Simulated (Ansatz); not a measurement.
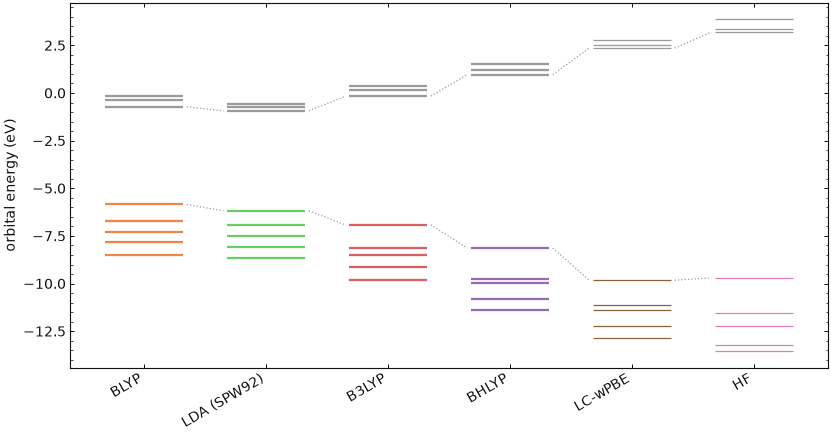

Frontier orbital energies of CH₆OSeSi, SMILES CO[SiH2][SeH] at one geometry, def2-TZVPP, the Ansatz code 0.2.0, at a PBE0-D4/def2-TZVP geometry (a minimum by its frequencies). Empty levels are grey, levels within 0.1 eV stand side by side; all columns show the same few orbitals around the gap. Dotted lines join the HOMOs and the LUMOs.

**How do the frontier levels move from column to column?**

The separation grows from 5.13 eV (BLYP) to 12.89 eV (HF).

| level | HOMO (eV) | LUMO (eV) | separation (eV) |
| --- | --- | --- | --- |
| BLYP | −5.85 | −0.72 | 5.13 |
| LDA (SPW92) | −6.18 | −0.94 | 5.24 |
| B3LYP | −6.92 | −0.16 | 6.76 |
| BHLYP | −8.14 | 0.97 | 9.10 |
| LC-wPBE | −9.82 | 2.36 | 12.18 |
| HF | −9.70 | 3.20 | 12.89 |

Caveats, for all or some of the runs: empty levels above zero depend strongly on the basis; no scalar relativity up to krypton; one conformer of a flexible molecule; spin-orbit coupling is left out, and with Se it can shift these levels and split any degenerate set.
